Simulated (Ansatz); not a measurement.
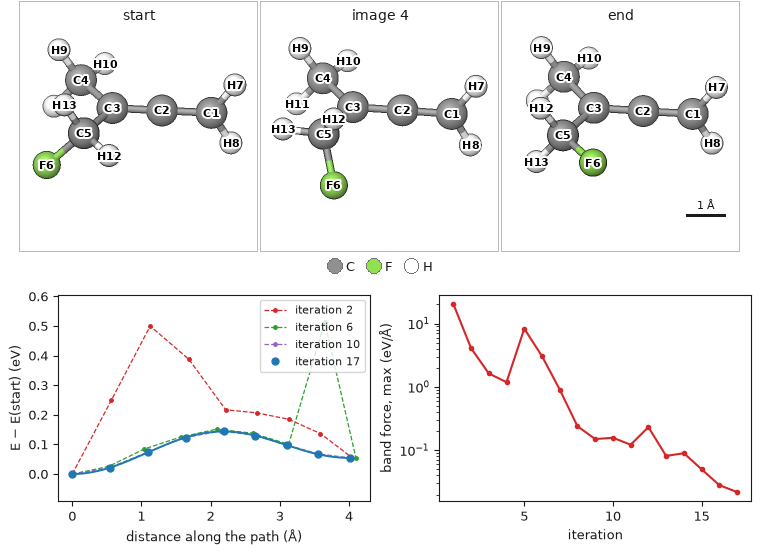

NEB run on C₅H₇F. Images are numbered from 0 (start) to 8 (end). The plot follows the band through its iterations. Style: ball-and-stick. Shown from a free direction.

The calculation used Ansatz, RKS BHLYP/6-31G*. Run with 7 movable images; climbing image; force threshold 0.05 eV/Å; iteration limit 60; starting path through a guess of the saddle point.

**Judge this run.**

The result is final at these settings. The band converged in 17 iterations. The largest component of the band force went from 20 to 0.022 eV/Å. The climbing image converged on the top of the path. Its vibrational analysis gives one imaginary mode (93i cm⁻¹), as a transition state must have. The first iteration put the highest image at 4.432 eV. Forward barrier 0.144 eV, backward barrier 0.090 eV, with image 4 at the top; the reaction energy is +0.054 eV.
